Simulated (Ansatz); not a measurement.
The parent structure is Ge in the diamond structure (space group Fd-3m, No. 227; a = 5.676 Å).

Now apply this change: a fraction x = 0.125 of the Ge sites is given to Si, ordered in a cell of 8 atoms (starting symmetry Cm) and fully relaxed.

Method: Ansatz (a program for electronic structure) PBEsol, no spin-orbit coupling, earlier PAW set.

The zone is the changed cell's own and can be folded.

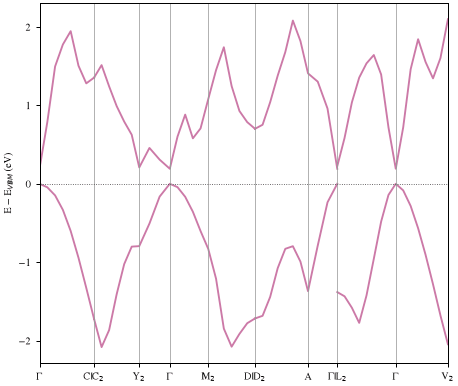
*Highest valence and lowest conduction band along the path of the changed cell's own zone*

### Question
From the figure, how large is the changed gap, and is it direct?

### Answer
About 0.2 eV, direct at Γ.

Each cell is one ordered arrangement of few atoms, which overstates ordering effects compared with a random alloy. No phonon test of stability was made. Labels are those of the standard path for the cell's own space group.
